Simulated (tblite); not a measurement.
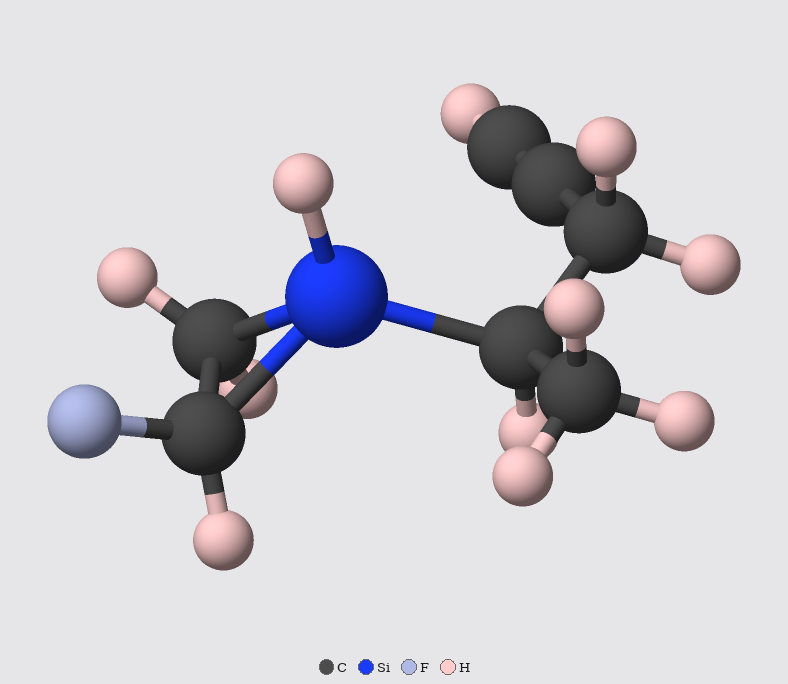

Simulated data, not a measurement (program: tblite).

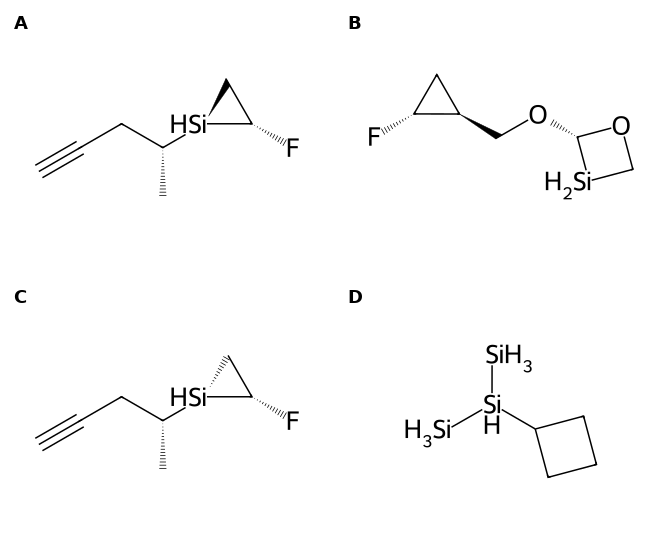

Question: The first picture shows one of the molecules drawn in the second. Which?

Answer: A, `C#CC[C@@H](C)[Si@H]1C[C@@H]1F`.
